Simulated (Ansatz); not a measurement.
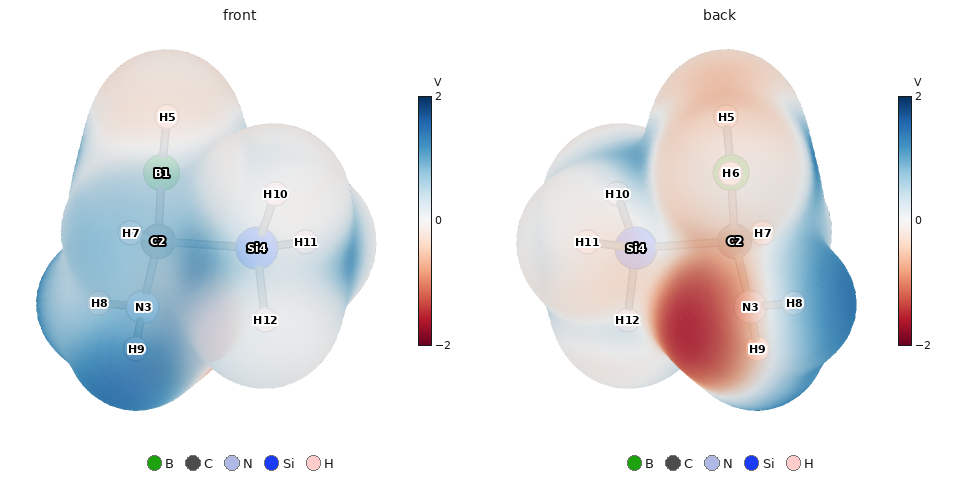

*CH$_{8}$BNSi. The electrostatic potential painted on the density surface at 0.002 e/bohr³, seen from the front and from behind; the colour scale runs from red (negative) to blue (positive).*

Method: RKS B3LYP/def2-SVP (Ansatz).

```xyz
12

B    -1.0489    1.2657   -0.3811
C     0.0270    0.5578    0.4523
N    -0.3999   -0.2438    1.5902
Si    0.6707   -0.7095   -0.8702
H    -0.7111    2.0469   -1.2387
H    -2.2216    1.0108   -0.2393
H     0.9086    1.2168    0.6139
H    -1.0308    0.2644    2.2067
H     0.3830   -0.5804    2.1473
H     1.4602   -0.0340   -1.9406
H    -0.4452   -1.4839   -1.4815
H     1.5647   -1.6508   -0.1346
```

Question: Where is the surface potential most negative and most positive?

Answer: The most negative region (about −1.6 V, or −37 kcal/mol for a unit charge) lies over N3, the most positive (about +1.5 V, or +35 kcal/mol for a unit charge) over H8 and H9. N3 is the likeliest acceptor of a hydrogen bond.
